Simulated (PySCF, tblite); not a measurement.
**C7H7O radical: geometry, infrared bands and EPR parameters**

Wanted: the infrared bands and EPR parameters of C7H7O radical (`[CH2]c1ccccc1O`), by calculation.

Programs: tblite 0.8.0 and PySCF 2.14.0, with density-fitted response routines of our own. Each step states its level of theory. These are calculated values for one molecule in the gas phase, unless marked as measured. Atoms count from 0, in the outputs and in this text.

## 1. Starting geometry

15 atoms, charge 0, multiplicity 2; geometry from: force field or distance geometry start.

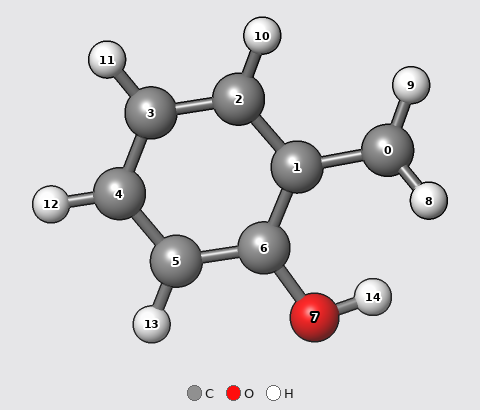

As it starts; carbon grey, oxygen red, hydrogen white, atoms numbered; sticks join atoms by distance.

## 2. Relaxing the molecule with GFN2-xTB

The job: settings as JSON, then the geometry in Å.

```
{"job": {"kind": "relax", "xc": "GFN2-xTB", "basis": "xTB"}, "charge": 0, "multiplicity": 2}
C     -2.114700    -0.728400    -0.204300
C     -0.726200    -0.323400    -0.109100
C      0.276300    -1.318900    -0.202100
C      1.619300    -0.980600    -0.081800
C      1.998700     0.328800     0.175400
C      1.023100     1.323400     0.265300
C     -0.318900     0.999400     0.122100
O     -1.197100     2.043300     0.204800
H     -2.870200    -0.192400     0.363500
H     -2.374500    -1.708500    -0.586300
H     -0.007600    -2.355600    -0.382200
H      2.372500    -1.768200    -0.151300
H      3.045600     0.587400     0.284800
H      1.322400     2.354900     0.444600
H     -2.052900     1.746600    -0.165400
```

Started as:

```console
> OMP_NUM_THREADS=1 python probes_run.py task.json out
```

The driver reads the jobs from task.json and runs them one after another.

What it wrote:

```text
step      E/eV     max force
  0    -613.39704    2.435
  1    -613.48938    0.616
  2    -613.50950    0.481
  3    -613.53810    0.455
  4    -613.54939    0.442
  5    -613.56406    0.334
  6    -613.57478    0.332
  7    -613.58906    0.348
  8    -613.60013    0.320
  9    -613.60970    0.295
 10    -613.61767    0.269
 11    -613.62793    0.266
 12    -613.63829    0.203
 13    -613.64435    0.145
 14    -613.64715    0.128
 15    -613.64936    0.114
 16    -613.65119    0.091
 17    -613.65272    0.084
 18    -613.65388    0.071
 19    -613.65466    0.065
 20    -613.65519    0.063
 21    -613.65564    0.051
 22    -613.65616    0.058
 23    -613.65669    0.065
 24    -613.65715    0.046
 25    -613.65749    0.044
 26    -613.65773    0.039
 27    -613.65797    0.044
 28    -613.65822    0.045
 29    -613.65850    0.052
 30    -613.65881    0.048
 31    -613.65917    0.050
 32    -613.65955    0.045
 33    -613.65990    0.042
 34    -613.66019    0.039
 35    -613.66050    0.051
 36    -613.66089    0.057
 37    -613.66134    0.050
 38    -613.66172    0.044
 39    -613.66195    0.035
 40    -613.66212    0.036
 41    -613.66231    0.035
 42    -613.66252    0.037
 43    -613.66270    0.035
 44    -613.66286    0.035
 45    -613.66301    0.030
 46    -613.66314    0.024
 47    -613.66324    0.019
 48    -613.66330    0.018
 49    -613.66334    0.019
 50    -613.66337    0.011
 51    -613.66338    0.008
```

It took 0.29 s on 1 thread of Arm Neoverse V1, shared host.

Relaxation path: (not every step is listed)

| step | energy from step 0 (eV) | largest force (eV/Å) |
| --- | --- | --- |
| 0 | 0.0000 | 2.4352 |
| 1 | -0.0923 | 0.6155 |
| 2 | -0.1125 | 0.4807 |
| 3 | -0.1411 | 0.4553 |
| 4 | -0.1524 | 0.4422 |
| 5 | -0.1670 | 0.3345 |
| 6 | -0.1777 | 0.3316 |
| 7 | -0.1920 | 0.3483 |
| 8 | -0.2031 | 0.3200 |
| 11 | -0.2309 | 0.2658 |
| 14 | -0.2501 | 0.1280 |
| 17 | -0.2557 | 0.0837 |
| 20 | -0.2582 | 0.0629 |
| 23 | -0.2597 | 0.0651 |
| 26 | -0.2607 | 0.0388 |
| 29 | -0.2615 | 0.0518 |
| 32 | -0.2625 | 0.0453 |
| 35 | -0.2635 | 0.0506 |
| 38 | -0.2647 | 0.0441 |
| 41 | -0.2653 | 0.0347 |
| 44 | -0.2658 | 0.0347 |
| 46 | -0.2661 | 0.0242 |
| 47 | -0.2662 | 0.0186 |
| 48 | -0.2663 | 0.0185 |
| 49 | -0.2663 | 0.0192 |
| 50 | -0.2663 | 0.0107 |
| 51 | -0.2663 | 0.0081 |

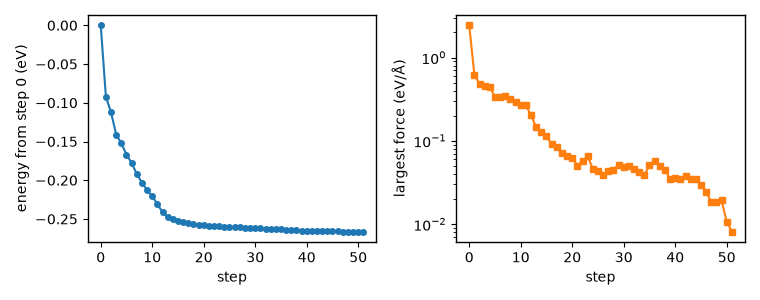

Energy and force, step by step.

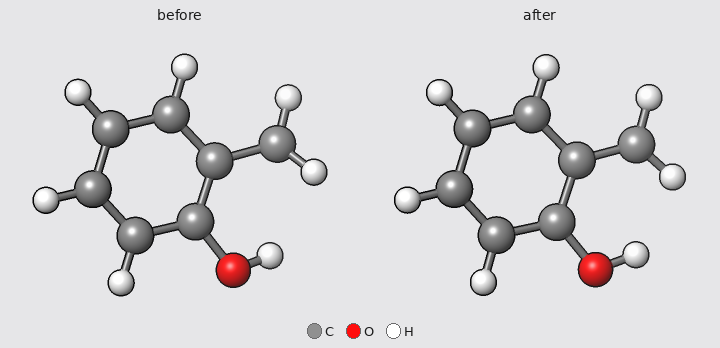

The geometry before (left) and after (right).

Distances of close pairs at the start and the end, largest changes first:

| bond | before (Å) | after (Å) | change (Å) |
| --- | --- | --- | --- |
| C0–C1 | 1.449 | 1.378 | -0.071 |
| C1–C6 | 1.403 | 1.435 | +0.032 |
| C2–C3 | 1.390 | 1.368 | -0.022 |
| O7–H14 | 0.979 | 0.965 | -0.013 |
| C3–H11 | 1.092 | 1.080 | -0.012 |
| C6–O7 | 1.367 | 1.355 | -0.011 |
| C4–C5 | 1.396 | 1.385 | -0.011 |
| C5–H13 | 1.089 | 1.079 | -0.010 |

The next job starts from the end point, and lists it.

## 3. Vibrational analysis with GFN2-xTB

The job: settings as JSON, then the geometry in Å.

```
{"job": {"kind": "ir", "xc": "GFN2-xTB", "basis": "xTB"}, "charge": 0, "multiplicity": 2}
C     -2.062391    -0.715171    -0.205536
C     -0.739203    -0.347967    -0.088142
C      0.292084    -1.327033    -0.185837
C      1.615030    -0.997513    -0.074657
C      1.994677     0.327595     0.142253
C      1.027699     1.314115     0.244292
C     -0.315434     1.005307     0.134344
O     -1.205694     2.021224     0.243553
H     -2.887352    -0.025848    -0.141213
H     -2.322881    -1.743975    -0.371201
H     -0.005136    -2.351837    -0.351796
H      2.370750    -1.764660    -0.153922
H      3.038179     0.586775     0.230615
H      1.299026     2.344976     0.410836
H     -2.103768     1.682001     0.144500
```

What it wrote:

```text
mode    cm-1     km/mol
  1     119.0      0.64
  2     252.5      0.21
  3     350.5      1.76
  4     389.2    125.66
  5     399.3      2.53
  6     413.6      7.34
  7     463.8     28.62
  8     489.8      0.65
  9     537.5      0.78
 10     556.6      1.75
 11     679.4      1.72
 12     721.9     27.85
 13     763.1     45.78
 14     782.5     16.78
 15     843.0      0.88
 16     853.7      0.31
 17     896.7      3.83
 18     912.3      0.08
 19     945.8      2.00
 20    1070.9      5.74
 21    1109.0     26.74
 22    1157.7    110.88
 23    1173.7      0.42
 24    1243.6    179.98
 25    1264.8     19.33
 26    1335.6     10.61
 27    1354.5     30.89
 28    1421.5      0.59
 29    1450.2    129.97
 30    1490.3     15.53
 31    1521.3     11.75
 32    1574.6     28.71
 33    3078.7      9.65
 34    3088.4     30.13
 35    3096.6     54.74
 36    3098.1     22.88
 37    3106.9     29.29
 38    3148.9     21.30
 39    3500.2     28.86
```

It took 0.43 s on 1 thread of Arm Neoverse V1, shared host.

Which atoms move in the most intense modes:

| cm⁻¹ | km/mol | atoms |
| --- | --- | --- |
| 389 | 125.7 | H14 79 % |
| 763 | 45.8 | H12 29 %, H11 19 %, H10 17 % |
| 1158 | 110.9 | H13 26 %, H14 24 %, H12 19 % |
| 1244 | 180.0 | C6 24 %, H10 23 %, O7 16 %, C1 16 % |
| 1354 | 30.9 | C4 22 %, C1 21 %, C2 15 %, C6 14 % |
| 1450 | 130.0 | C6 24 %, C5 18 %, C2 13 %, C1 11 % |
| 3088 | 30.1 | H10 39 %, H12 28 %, H11 23 % |
| 3097 | 54.7 | H12 36 %, H13 26 %, H11 20 % |

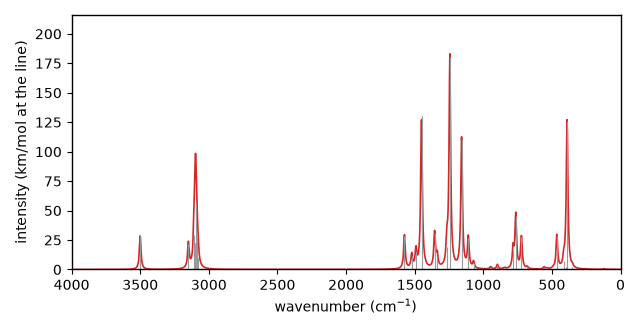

The infrared spectrum from these modes, unscaled. Lines are broadened to a width of 14 cm⁻¹ (Lorentzian).

## 4. g tensor and hyperfine couplings: B3LYP/pcH-1

Settings changed since step 3:

```diff
@@ -1,2 +1,2 @@
-{"job": {"kind": "ir", "xc": "GFN2-xTB", "basis": "xTB"}, "charge": 0, "multiplicity": 2}
+{"job": {"kind": "epr", "basis": "pcH-1"}, "charge": 0, "multiplicity": 2}
 C     -2.062391    -0.715171    -0.205536
```

Method: UKS B3LYP, pcH-1 on C H O, non-relativistic, mean-field spin-orbit, GIAO.

What it wrote:

```text
UKS, coarse grid
  cycle   1  E = -346.06168983  |g| = 4.89e-01
  cycle   2  E = -345.99086371  |g| = 6.75e-01
  cycle   3  E = -346.15650137  |g| = 9.47e-02
  cycle   4  E = -346.16021164  |g| = 3.46e-02
  cycle   5  E = -346.16088085  |g| = 1.40e-02
  cycle   6  E = -346.16100702  |g| = 6.57e-03
  cycle   7  E = -346.16105862  |g| = 3.37e-03
  cycle   8  E = -346.16107199  |g| = 1.80e-03
  cycle   9  E = -346.16107502  |g| = 5.29e-04
UKS, final grid
  cycle   1  E = -346.16111689  |g| = 7.55e-04
  cycle   2  E = -346.16111628  |g| = 1.38e-03
  cycle   3  E = -346.16111732  |g| = 1.35e-04
  cycle   4  E = -346.16111734  |g| = 1.02e-04
  cycle   5  E = -346.16111737  |g| = 4.08e-05
  cycle   6  E = -346.16111737  |g| = 1.69e-05
E = -346.16111737 Eh   <S^2> = 0.7786 (exact 0.7500)
g shifts (ppm)      1          2          3
  rmc          -154       -154       -154
  gc             -1         31         36
  oz_so          -4        661        928
  total        -159        538        810
hyperfine (MHz)  atom isotope    a_iso     a_fc   dipolar eigenvalues
    0   13C      57.27      57.27    -55.43    -54.20    109.63
    1   13C     -39.89     -39.89    -19.11      7.45     11.66
    2   13C      22.46      22.46    -18.07    -17.79     35.86
    3   13C     -20.27     -20.27    -14.59      6.50      8.09
    4   13C      24.58      24.58    -22.23    -20.46     42.69
    5   13C     -21.14     -21.14    -15.22      6.79      8.42
    6   13C      24.69      24.69    -20.35    -19.58     39.93
    7   17O      -4.99      -4.99    -16.99      8.17      8.82
    8    1H     -42.98     -42.98    -25.76     -0.36     26.12
    9    1H     -43.92     -43.92    -25.68     -0.59     26.27
   10    1H     -15.37     -15.37     -5.98     -2.25      8.23
   11    1H       6.10       6.10     -2.32     -0.73      3.05
   12    1H     -18.34     -18.34    -10.93     -0.26     11.19
   13    1H       6.09       6.09     -2.45     -1.07      3.52
   14    1H      -2.86      -2.86     -3.92      0.27      3.64
```

Wall time 73 s (1 thread of Arm Neoverse V1, shared host); peak memory 0.96 GiB.

Principal g values 2.00216, 2.00286, 2.00313; g(iso) = 2.00272, against 2.00232 for a free electron.

Hyperfine couplings; where a row names several nuclei, a(iso) is their mean (it holds for fast rotation or exchange) and the dipolar term the largest among them:

| nuclei | isotope | a(iso) (MHz) | a(iso) (G, at g = 2.0023) | largest dipolar term (MHz) |
| --- | --- | --- | --- | --- |
| C0 | 13C | 57.3 | 20.4 | 109.6 |
| H8, H9 | 1H | -43.4 | -15.5 | 26.3 |
| C1 | 13C | -39.9 | -14.2 | -19.1 |
| C6 | 13C | 24.7 | 8.8 | 39.9 |
| C4 | 13C | 24.6 | 8.8 | 42.7 |
| C2 | 13C | 22.5 | 8.0 | 35.9 |
| C5 | 13C | -21.1 | -7.5 | -15.2 |
| C3 | 13C | -20.3 | -7.2 | -14.6 |
| H12 | 1H | -18.3 | -6.5 | 11.2 |
| H10 | 1H | -15.4 | -5.5 | 8.2 |
| H11 | 1H | 6.1 | 2.2 | 3.0 |
| H13 | 1H | 6.1 | 2.2 | 3.5 |
| O7 | 17O | -5.0 | -1.8 | -17.0 |
| H14 | 1H | -2.9 | -1.0 | -3.9 |

Mulliken spin populations:

C0 0.73; C1 -0.18; C2 0.24; C3 -0.12; C4 0.28; C5 -0.13; C6 0.23; O7 0.03; H8 -0.03; H9 -0.03; H10 -0.01; H11 0.00; H12 -0.01; H13 0.00; H14 0.00

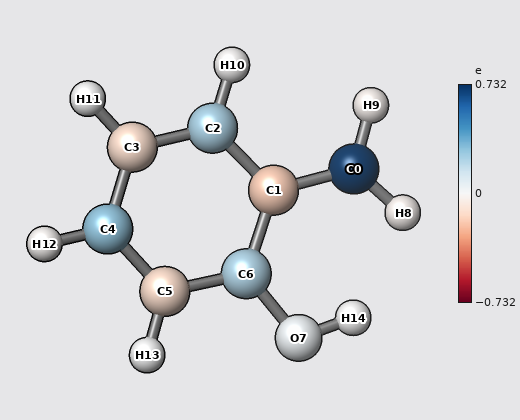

Mulliken spin populations, as colours on the atoms.

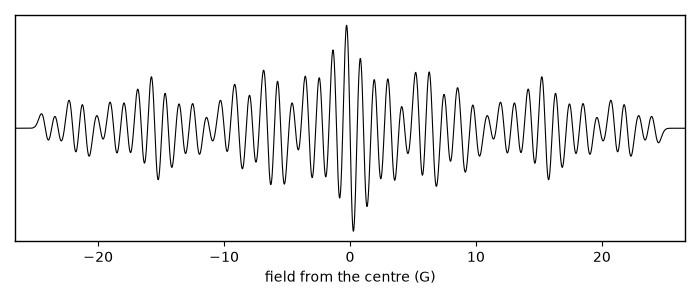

First-order isotropic spectrum (first derivative, main isotopes with spin only, couplings over 0.8 MHz, Gaussian width 0.3 G; couplings of the frozen geometry, rotation of groups not averaged beyond the rows shown).

The fields below are evaluated on a grid from the run's orbitals.

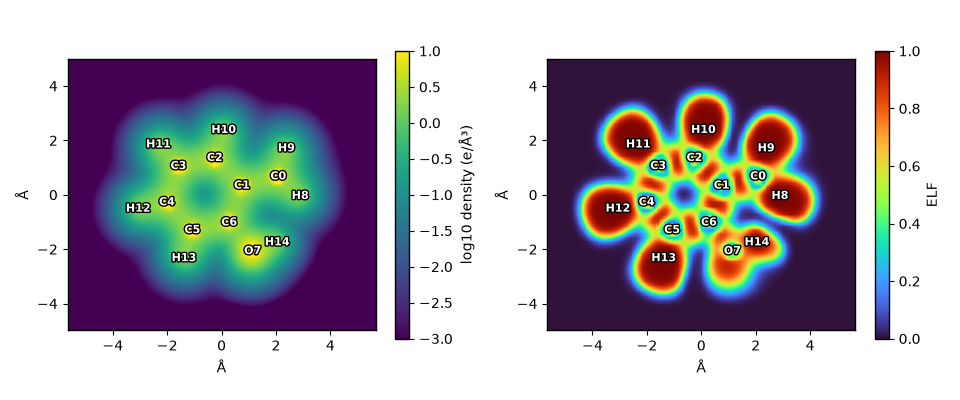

Density (left) and ELF (right) in a plane through or near 15 of the atoms.

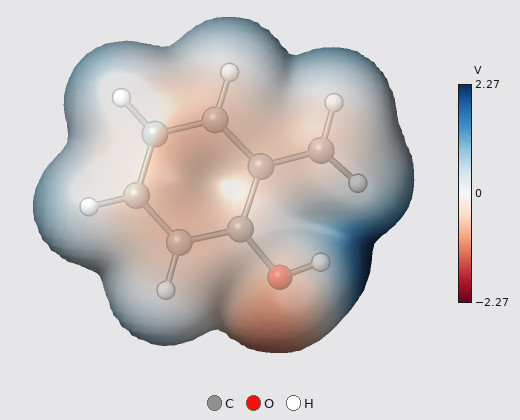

The potential that a unit positive charge feels on the 0.002 e/bohr³ surface, from -1.13 V near O7 to 2.27 V near H14.

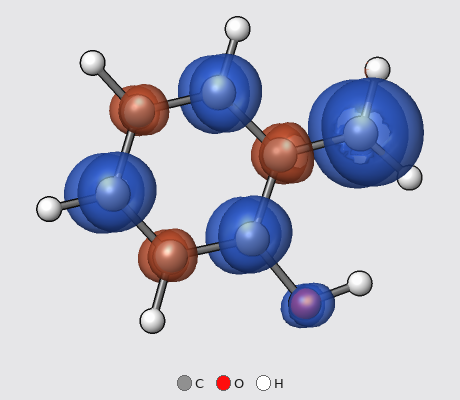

Spin density at ±0.03 e/Å³ (alpha excess blue, beta excess red).

## 5. What came out

| quantity | value |
| --- | --- |
| strongest single infrared mode (GFN2-xTB) | 1244 cm⁻¹, 180 km/mol |
| zero-point energy (GFN2-xTB) | 72.4 kcal/mol |
| g(iso) (B3LYP) | 2.00272 |
| ⟨S²⟩ | 0.779 (exact 0.75) |
| largest a(iso) (averaged by class) | 13C on C0, 57.3 MHz |
| surface potential, least and greatest | -1.13 V and 2.27 V |

What this shows: Over 51 steps the energy fell by 0.266 eV; of the close pairs, C0–C1 changed most, 1.449 to 1.378 Å. No mode is imaginary among the 39: a minimum at this level. The strongest single mode, at 1244 cm⁻¹, is carried by C6, H10, O7, C1. Unscaled tight-binding wavenumbers are off by several per cent, some by more. Its intensities can rank the bands wrongly. The largest share of the spin, 0.73 e, sits on C0. The isotropic g lies 0.4 ppt above the free-electron value.
